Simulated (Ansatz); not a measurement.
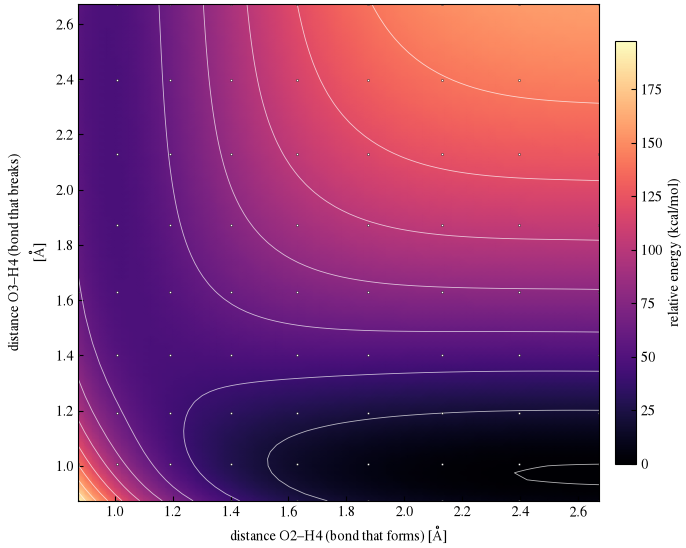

Energy landscape of the reacting system H4O4Si. 
- The first coordinate is: distance O2–H4 (bond that forms); the second: distance O3–H4 (bond that breaks).
- Relaxed at each point: all other coordinates.
- Grid: 9 × 9 points.
- Points are written as (first, second).
- All energies are given in kcal/mol relative to the lowest grid point.
- The reference is spin-restricted, so regions where a bond is pulled apart into radicals lie too high.
- These are results of Ansatz, RKS PBE0-D4/def2-SVP, not measurements.

The picture shows a smooth colour map with a few white contour lines, dots at the grid points. Between grid points the surface is interpolated. 

Q: Describe this landscape.

A: The lowest grid point is at (2.673 Å, 1.007 Å). It lies at the edge of the scanned range, so the true minimum may lie outside. Other grid points that lie below all their neighbours: (1.007 Å, 1.873 Å) (47 kcal/mol higher). The highest grid point, (0.873 Å, 0.873 Å), lies 197 kcal/mol above the lowest. On the interpolated surface the lowest path from the side where the first distance is long, (2.673 Å, 1.007 Å), to the well on the other side, about (0.99 Å, 2.08 Å), has its top at about (1.08 Å, 1.54 Å), about 48 kcal/mol above the start and 0.74 kcal/mol above the end.

The whole map (81 points run) took 26 min on 1 thread of Arm Neoverse V2, on a shared host.
